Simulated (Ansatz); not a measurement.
Consider F₂H₄O₄W···HF.

```xyz
13

W     0.1367    0.1472   -0.1996
F    -0.6522    0.6510    3.2706
F     1.9528    0.3788   -0.7514
O    -0.2405    1.8776   -0.8798
H    -0.3028    2.0982   -1.8279
O    -1.3097    0.1091    0.9379
H    -1.3241    0.2870    1.9457
O     0.4567   -1.7217   -0.1089
H     0.5434   -2.3014   -0.8892
F    -0.5310   -0.3558   -1.9315
O     1.0271    0.6734    1.5143
H     1.9883    0.8332    1.4452
H     0.1875    0.7248    2.7333
```

Core potentials replace the inner electrons of W.

Level of theory: Ansatz 0.2.0, RKS PBE/def2-SVP.

Question: Predict the electron density and electron localisation function between the atoms.

Answer: O11···H13 (1.48 Å): the density falls to about 0.53 e/Å³ on the way; the ELF dips to about 0.30 between them (a closed-shell contact with the geometry of a hydrogen bond).
W–O (1.84 Å): the density is about 1.3 e/Å³ at the midpoint; the ELF peaks at about 0.85 in the valence shell of O, 0.5 Å from its nucleus, and drops to about 0.30 between the two atoms.
W–F (1.91 Å): ρ at the midpoint is about 0.97 e/Å³; the ELF peaks at about 0.85 in the valence shell of F, 0.5 Å from its nucleus, and drops to about 0.20 between the two atoms.
O–H (0.98 Å): ρ at the midpoint is about 3.6 e/Å³; the ELF climbs to about 1 towards the hydrogen, as it does in any bond to H: an ordinary covalent bond to hydrogen.

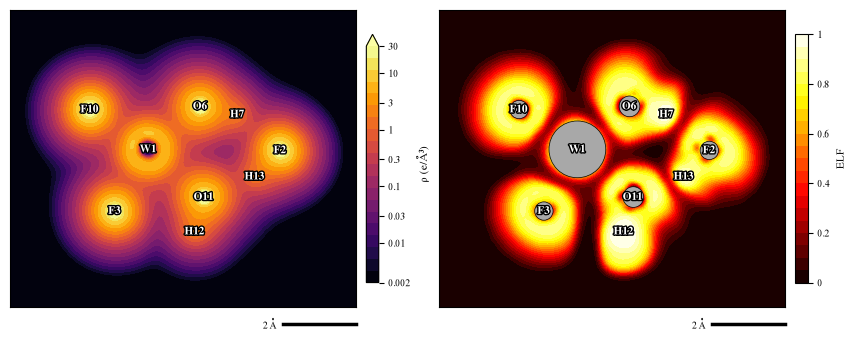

Computed electron density and electron localisation function on the plane of atoms O6, W1 and F10, in this order. Grey discs cover the atomic cores in the ELF map. 
